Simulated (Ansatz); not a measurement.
# CH8OSi2: one species, many methods

How much do the methods differ for CH8OSi2? The plan is to run it at one geometry with functionals of several rungs and with coupled cluster. The yardstick is the atomisation energy at the CCSD(T) limit.

Program: Ansatz 0.2.0, Gaussian basis. Level of theory: functionals in def2-TZVPP, the program's frozen cores in correlated methods. These are calculated values, not measurements.

The runs, in order: PBE-D4, r2SCAN-D4, PBE0-D4, B3LYP-D4, ωB97X-V, ωB97M-V, B2PLYP; CCSD(T)/def2-TZVPP; MP2/def2-QZVPP; extrapolation to the limit.

## Step 1: The relaxed structure

The geometry comes from an earlier relaxation with PBE0-D4 in a triple-zeta def2 set; it is a stationary point, not always the lowest conformer.

SMILES `C[SiH2][SiH2]O`, 12 atoms, charge 0, spin multiplicity 1.

Atoms are counted from 1 here; the program's logs count them from 0.

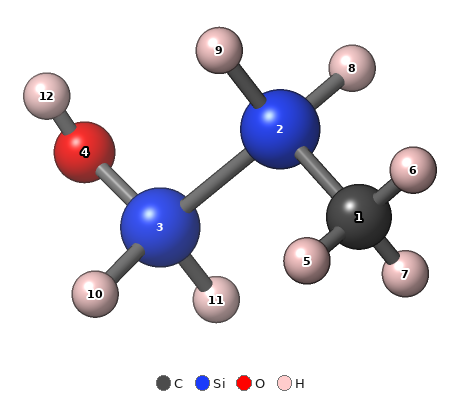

The geometry (carbon dark grey, silicon blue, oxygen red, hydrogen pink); atoms are numbered from 1 in the order of the file.

## Step 2: PBE-D4 (GGA)

The input, in.yaml:

```yaml
crystal:
  periodic: [false, false, false]
  atoms:
    - {symbol: C, position_ang: [-1.363946, 1.513788, -0.148883]}
    - {symbol: Si, position_ang: [-0.392778, 0.194380, 0.769885]}
    - {symbol: Si, position_ang: [0.929558, -1.075203, -0.697546]}
    - {symbol: O, position_ang: [1.869130, -2.191684, 0.084927]}
    - {symbol: H, position_ang: [-0.692820, 2.186447, -0.687198]}
    - {symbol: H, position_ang: [-1.958805, 2.110324, 0.546132]}
    - {symbol: H, position_ang: [-2.043332, 1.060230, -0.873951]}
    - {symbol: H, position_ang: [-1.318548, -0.701451, 1.520404]}
    - {symbol: H, position_ang: [0.506566, 0.832851, 1.777848]}
    - {symbol: H, position_ang: [1.767956, -0.141141, -1.510057]}
    - {symbol: H, position_ang: [0.088379, -1.859447, -1.638447]}
    - {symbol: H, position_ang: [2.426539, -1.874193, 0.796285]}
basis:
  gaussian: {orbitals: def2-TZVPP}
hamiltonian: {xc: pbe, dispersion: d4}
output: {forces: true, orbitals: {seedname: orbitals}}
```

Command:

```console
> ansatz run in.yaml --threads 4 --pin off --events-out ev --progress --plain --max-ram 10444MiB
```

After this run come: r2SCAN-D4 (meta-GGA); PBE0-D4 (hybrid); B3LYP-D4 (hybrid); ωB97X-V (range-separated); ωB97M-V (range-separated); B2PLYP (double hybrid); CCSD(T) in def2-TZVPP; MP2 in def2-QZVPP.

**Question.** What will the summary of the whole plan be? Wanted: atomisation energy, CCSD(T)/CBS; farthest; mean size of error, hybrid; mean size of error, range-separated; gap, smallest and largest; T1 diagnostic; triples share of the correlation energy.

The runs gave:

```
                               quantity                                          value
        atomisation energy, CCSD(T)/CBS                                  4087.6 kJ/mol
 functionals within 20.4 kJ/mol (0.5 %)  PBE-D4, r2SCAN-D4, B3LYP-D4, ωB97X-V, ωB97M-V
                               farthest                          B2PLYP (-62.5 kJ/mol)
             mean size of error, hybrid                                    31.8 kJ/mol
    mean size of error, range-separated                                     8.3 kJ/mol
              gap, smallest and largest           5.05 eV (PBE-D4), 11.35 eV (ωB97X-V)
                          T1 diagnostic                                         0.0115
triples share of the correlation energy                                          3.4 %
```

**Reading.** PBE-D4 is off by -13.2 kJ/mol. Double hybrids carry the basis error of their MP2 part in triple zeta, and no dispersion term here, so their miss is partly the set-up's. Misses under about 20.4 kJ/mol are within the doubt on the reference itself, which lacks core-valence correlation, relativity and higher excitations. Hartree-Fock recovers 75 % of the binding; the rest is correlation. The gap grows from 5.1 to 11.4 eV across the functionals, mostly with the share of exact exchange.
